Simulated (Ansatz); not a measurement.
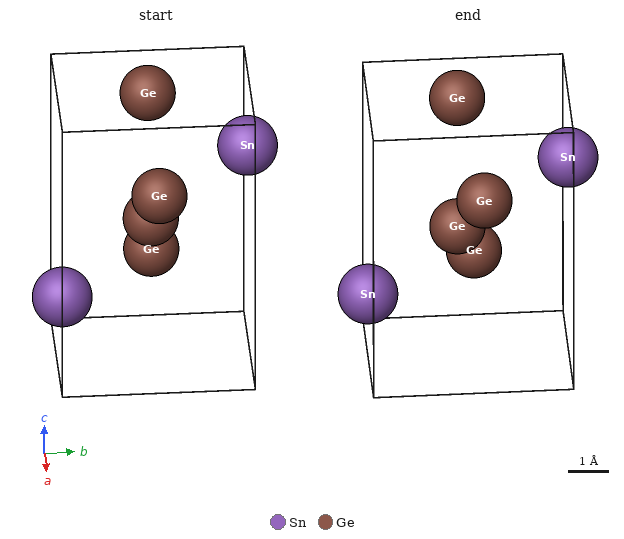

The structure of crystalline SnGe2 (a generated structure, set up in P1) (coarse preliminary run) before (left) and after (right) a relaxation, at one scale.

Style: spheres-only. Shown: the cell of the calculation, from a free direction.

Level of theory: DFT PBE, scalar-relativistic, plane waves, PAW in Ansatz 0.2.0. Set-up: plane-wave cutoff 420 eV; k-point mesh 6 × 4 × 4; occupations gaussian; smearing width 0.2 eV; no spin polarisation; cell and atoms relaxed; force threshold 0.025 eV/Å; at most 60 steps.

What changed between the two?

Answer. After 5 accepted moves (6 points after the start) the energy has fallen by 0.361 eV per cell of the calculation. Largest force component: 0.82 eV/Å at the start, 0.011 eV/Å at the end. Pressure: 1.88 GPa at the start and 0.05 GPa at the end. At 1 point the geometry stayed and the basis and grid were re-selected for the new cell (energy shift of 0.4 meV per cell of the calculation at most each time). The largest move relative to the cell is that of a Ge atom, 0.30 Å along [2 3 1]. Largest moves by element: Ge 0.30 Å, Sn 0.20 Å. The volume changes by +1.1 %, with a 3.780 → 3.800 Å (+0.5 %), b 4.885 → 5.069 Å (+3.8 %), c 7.857 → 7.613 Å (−3.1 %), α 89.6° → 89.7°, γ 89.3° → 90.0°. Some distances before and after: Ge–Sn 2.993 → 3.400 Å, Ge–Sn 3.002 → 3.381 Å, Ge–Ge 3.078 → 2.746 Å, Ge–Sn 3.124 → 3.399 Å. Bond angles that change, for instance: Ge–Ge–Ge 174.9° → 156.8°, Ge–Ge–Ge 174.0° → 156.9°, Ge–Ge–Ge 172.9° → 156.8°. Within 0.06 Å the space group is P1 at the start and P-4m2 at the end; at a tighter tolerance small leftover displacements or strains of the cell lower it. Cost: 7.5 min on 1 thread of Intel(R) Xeon(R) Processor @ 2.50GHz (Skylake/Cascade Lake) (shared host), peak memory 0.59 GiB.
